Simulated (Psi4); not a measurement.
Geometry relaxation of HCl (part 1 of 2)

- system: HCl, SMILES Cl
- method: PBE0/def2-SVP, RKS, dispersion D4 (Psi4 1.11)

The geometry comes from this level: PBE0-D4/def2-TZVP.

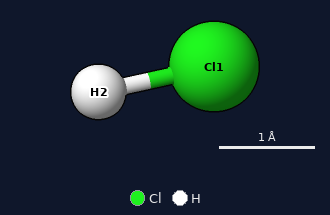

Figure 1. The structure as given in the input (ball-and-stick view, seen at an oblique angle; atoms are numbered from 1 in the order of the input). Bond lengths as drawn: Cl–H 1.28 Å.

### Results in brief

```csv
quantity,value
outcome,converged
total energy,−460.502296 hartree
dispersion energy,−0.000168 hartree
basis functions,23
HOMO,−9.02 eV
LUMO,0.89 eV
dipole moment,1.38 D
hardware,"1 thread of Intel Xeon (Sapphire Rapids), 32 GiB of memory available, shared host"
wall time,4.8 s
peak memory,0.25 GiB
```

### The input (clh.dat)
```
memory 1.6 GB

molecule system {
  0 1
  Cl
  H 1 r2

  r2 = 1.278791
}

set {
  basis        def2-SVP
  reference    rks
  geom_maxiter 60
}

result, w = opt('pbe0-d4', return_wfn=True)
```

Run as:
```bash
psi4 -i clh.dat -o clh.out -n 1
```

### Log
```
Psi4 1.11 release

gradient() will perform analytic gradient computation.

   => Loading Basis Set <=

    Name: DEF2-SVP
    Role: ORBITAL
    Keyword: BASIS

   => PBE0-D4(BJ,EEQ)ATM: Empirical Dispersion <=

        a1 =       0.400856
        a2 =       5.029288
       alp =      16.000000
        s6 =       1.000000
        s8 =       1.200655
        s9 =       1.000000
        ga =       3.000000
        gc =       2.000000
        wf =       6.000000

         ---------------------------------------------------------
                                   SCF
                              RKS Reference
                        1 Threads,   1525 MiB Core
         ---------------------------------------------------------

  ==> Geometry <==

    Molecular point group: c2v
    Full point group: C_inf_v

    Geometry (in Angstrom), charge = 0, multiplicity = 1:

       Center              X                  Y                   Z               Mass
    ------------   -----------------  -----------------  -----------------  -----------------
         CL           0.000000000000     0.000000000000    -0.035823140509    34.968852682000
         H            0.000000000000     0.000000000000     1.242967859491     1.007825032230

  Running in c2v symmetry.

  Rotational constants: A = ************  B =     10.52330  C =     10.52330 [cm^-1]
  Rotational constants: A = ************  B = 315480.54927  C = 315480.54927 [MHz]
  Nuclear repulsion =    7.034779398189383

  Charge       = 0
  Multiplicity = 1
  Electrons    = 18
  Nalpha       = 9
  Nbeta        = 9

  ==> Algorithm <==

  SCF Algorithm Type is DF.
  DIIS enabled.
  MOM disabled.
  Fractional occupation disabled.
  Guess Type is SAD.
  Energy threshold   = 1.00e-08
  Density threshold  = 1.00e-08
  Integral threshold = 1.00e-12

  ==> Primary Basis <==

  Basis Set: DEF2-SVP
    Blend: DEF2-SVP
    Number of shells: 11
    Number of basis functions: 23
    Number of Cartesian functions: 24
    Spherical Harmonics?: true
    Max angular momentum: 2

  ==> DFT Potential <==

   => LibXC <=

    Version 7.1.2

   => Composite Functional: PBE0-D4BJEEQATM <=

    PBE0-d4bjeeqatm Hyb-GGA Exchange-Correlation Functional

    Deriv               =              1
    GGA                 =           TRUE
    Meta                =          FALSE

    Exchange Hybrid     =           TRUE
    MP2 Hybrid          =          FALSE

   => Exchange Functionals <=

    0.7500   Perdew, Burke & Ernzerhof

   => Exact (HF) Exchange <=

    0.2500               HF

   => Correlation Functionals <=

    1.0000   Perdew, Burke & Ernzerhof

   => LibXC Density Thresholds  <==

    XC_HYB_GGA_XC_PBEH:  1.00E-15

   => Molecular Quadrature <=

    Radial Scheme          =       TREUTLER
    Pruning Scheme         =           NONE
    Nuclear Scheme         =       TREUTLER

    Blocking Scheme        =         OCTREE
    BS radius alpha        =              1
    Pruning alpha          =              1
    Radial Points          =             75
    Spherical Points       =            302
    Total Points           =          42353
    Total Blocks           =            375
    Max Points             =            256
    Max Functions          =             23
    Weights Tolerance      =       1.00E-15

   => Loading Basis Set <=

    Name: (DEF2-SVP AUX)
    Role: JKFIT
    Keyword: DF_BASIS_SCF

  ==> Integral Setup <==

  DFHelper Memory: AOs need 0.001 GiB; user supplied 1.091 GiB.
  SCF_SUBTYPE=INCORE selected. In-core MEM_DF algorithm will be used.
  Using in-core AOs.

  ==> MemDFJK: Density-Fitted J/K Matrices <==

    J tasked:                   Yes
    K tasked:                   Yes
    wK tasked:                   No
    Memory [MiB]:              1117
    Algorithm:                 Core
    Schwarz Cutoff:           1E-12
    Mask sparsity (%):       0.0000
    Fitting Condition:        1E-10

   => Auxiliary Basis Set <=

  Basis Set: (DEF2-SVP AUX)
    Blend: DEF2-UNIVERSAL-JKFIT
    Number of shells: 44
    Number of basis functions: 146
    Number of Cartesian functions: 175
    Spherical Harmonics?: true
    Max angular momentum: 4

  Cached 100.0% of DFT collocation blocks in 0.026 [GiB].

  Minimum eigenvalue in the overlap matrix is 5.4933628453E-02.
  Reciprocal condition number of the overlap matrix is 1.7898585000E-02.
    Using symmetric orthogonalization.

  ==> Pre-Iterations <==

  SCF Guess: Superposition of Atomic Densities via on-the-fly atomic UHF (no occupation information).

   -------------------------
    Irrep   Nso     Nmo
   -------------------------
     A1        12      12
     A2         1       1
     B1         5       5
     B2         5       5
   -------------------------
    Total      23      23
   -------------------------

  ==> Iterations <==

                           Total Energy        Delta E     RMS |[F,P]|

   @DF-RKS iter SAD:  -460.40937123203850   -4.60409e+02   0.00000e+00
   @DF-RKS iter   1:  -460.48607228272789   -7.67011e-02   1.27990e-02 ADIIS/DIIS
   @DF-RKS iter   2:  -460.49349581699198   -7.42353e-03   9.60420e-03 ADIIS/DIIS
   @DF-RKS iter   3:  -460.50223163240793   -8.73582e-03   5.87014e-04 ADIIS/DIIS
   @DF-RKS iter   4:  -460.50226986962997   -3.82372e-05   9.79355e-05 DIIS
   @DF-RKS iter   5:  -460.50227093579974   -1.06617e-06   2.25934e-06 DIIS
   @DF-RKS iter   6:  -460.50227093652433   -7.24583e-10   2.87030e-07 DIIS
   @DF-RKS iter   7:  -460.50227093653552   -1.11982e-11   2.02010e-08 DIIS
   @DF-RKS iter   8:  -460.50227093653552    0.00000e+00   1.72392e-09 DIIS
  Energy and wave function converged.

  ==> Post-Iterations <==

   Electrons on quadrature grid:
      Ntotal   =   17.9999999786 ; deviation = -2.136e-08

    Orbital Energies [Eh]
    ---------------------

    Doubly Occupied:

       1A1  -101.675164     2A1    -9.526912     3A1    -7.268379
       1B2    -7.258307     1B1    -7.258307     4A1    -0.854442
       5A1    -0.475444     2B2    -0.331766     2B1    -0.331766

    Virtual:

       6A1     0.035029     7A1     0.341862     8A1     0.541413
       3B2     0.702001     3B1     0.702001     9A1     0.794139
       1A2     0.794139    10A1     0.868750     4B2     0.887986
       4B1     0.887986    11A1     1.167643     5B2     1.574617
       5B1     1.574617    12A1     2.278195

    Final Occupation by Irrep:
             A1    A2    B1    B2
    DOCC [     5,    0,    2,    2 ]
    NA   [     5,    0,    2,    2 ]
    NB   [     5,    0,    2,    2 ]

  @DF-RKS Final Energy:  -460.50227093653552

   => Energetics <=

    Nuclear Repulsion Energy =              7.0347793981893831
    One-Electron Energy =                -649.9250658087742067
    Two-Electron Energy =                 203.8777993537304383
    DFT Exchange-Correlation Energy =     -21.4896156469386526
    Empirical Dispersion Energy =          -0.0001682327424260
    VV10 Nonlocal Energy =                  0.0000000000000000
    Total Energy =                       -460.5022709365355240

Computation Completed

Properties will be evaluated at   0.000000,   0.000000,   0.000000 [a0]

Properties computed using the SCF density matrix

 Multipole Moments:

 ------------------------------------------------------------------------------------
     Multipole            Electronic (a.u.)      Nuclear  (a.u.)        Total (a.u.)
 ------------------------------------------------------------------------------------

 L = 1.  Multiply by 2.5417464519 to convert [e a0] to [Debye]
 Dipole X            :          0.0000000            0.0000000            0.0000000
 Dipole Y            :          0.0000000            0.0000000            0.0000000
 Dipole Z            :         -0.6584791            1.1980381            0.5395590
 Magnitude           :                                                    0.5395590

 ------------------------------------------------------------------------------------

	total time  =          2 seconds =       0.03 minutes

         ------------------------------------------------------------
                                   SCF GRAD
         ------------------------------------------------------------

  ==> Geometry <==

    Molecular point group: c2v
    Full point group: C_inf_v

    Geometry (in Angstrom), charge = 0, multiplicity = 1:

       Center              X                  Y                   Z               Mass
    ------------   -----------------  -----------------  -----------------  -----------------
         CL           0.000000000000     0.000000000000    -0.035823140509    34.968852682000
         H            0.000000000000     0.000000000000     1.242967859491     1.007825032230

  Nuclear repulsion =    7.034779398189383

  ==> Basis Set <==

  Basis Set: DEF2-SVP
    Blend: DEF2-SVP
    Number of shells: 11
    Number of basis functions: 23
    Number of Cartesian functions: 24
    Spherical Harmonics?: true
    Max angular momentum: 2

  ==> DFJKGrad: Density-Fitted SCF Gradients <==

    Gradient:                    1
    J tasked:                  Yes
    K tasked:                  Yes
    wK tasked:                  No
    Integrals threads:           1
    Memory [MiB]:             1144
    Schwarz Cutoff:          1E-12
    Fitting Condition:       1E-10

   => Auxiliary Basis Set <=

  Basis Set: (DEF2-SVP AUX)
    Blend: DEF2-UNIVERSAL-JKFIT
    Number of shells: 44
    Number of basis functions: 146
    Number of Cartesian functions: 175
    Spherical Harmonics?: true
    Max angular momentum: 4

  ==> DFT Potential <==

   => LibXC <=

    Version 7.1.2

   => Composite Functional: PBE0-D4BJEEQATM <=

    PBE0-d4bjeeqatm Hyb-GGA Exchange-Correlation Functional

    Deriv               =              1
    GGA                 =           TRUE
    Meta                =          FALSE

    Exchange Hybrid     =           TRUE
    MP2 Hybrid          =          FALSE

   => Exchange Functionals <=

    0.7500   Perdew, Burke & Ernzerhof

   => Exact (HF) Exchange <=

    0.2500               HF

   => Correlation Functionals <=

    1.0000   Perdew, Burke & Ernzerhof

   => LibXC Density Thresholds  <==

    XC_HYB_GGA_XC_PBEH:  1.00E-15

   => Molecular Quadrature <=

    Radial Scheme          =       TREUTLER
    Pruning Scheme         =           NONE
    Nuclear Scheme         =       TREUTLER

    Blocking Scheme        =         OCTREE
    BS radius alpha        =              1
    Pruning alpha          =              1
    Radial Points          =             75
    Spherical Points       =            302
    Total Points           =          42353
    Total Blocks           =            375
    Max Points             =            256
    Max Functions          =             23
    Weights Tolerance      =       1.00E-15

  -Total Gradient:
     Atom            X                  Y                   Z
    ------   -----------------  -----------------  -----------------
       1        0.000000000000     0.000000000000     0.004181618294
       2        0.000000000000     0.000000000000    -0.004178733613

	total time  =          0 seconds =       0.00 minutes

    			-----------------------------------------

    			 OPTKING 3.0: for geometry optimizations

    			        with contributions from

    			-----------------------------------------

	                            ===> Fragment 1 <==

	 Z (Atomic Numbers)          Masses                          Geom
	      17.000000            34.968853          0.00000000  0.00000000 -0.06769592
	       1.000000             1.007825          0.00000000  0.00000000  2.34886884

	 - Coordinate -           - BOHR/RAD -       - ANG/DEG -
	 R(1,2)           =         2.416565           1.278791

	        --- Internal Coordinate Step in ANG or DEG, aJ/ANG or AJ/DEG ---
	-------------------------------------------------------------------------------
	           Coordinate      Previous         Force          Change          New
	           ----------      --------        ------          ------        ------
	               R(1,2)       1.27879        0.03444        0.00691       1.28570
	-------------------------------------------------------------------------------

	                                 ==> Convergence Check <==

	Measures of convergence in internal coordinates in au.

	Criteria marked as inactive (o), active & met (*), and active & unmet ( ).
```
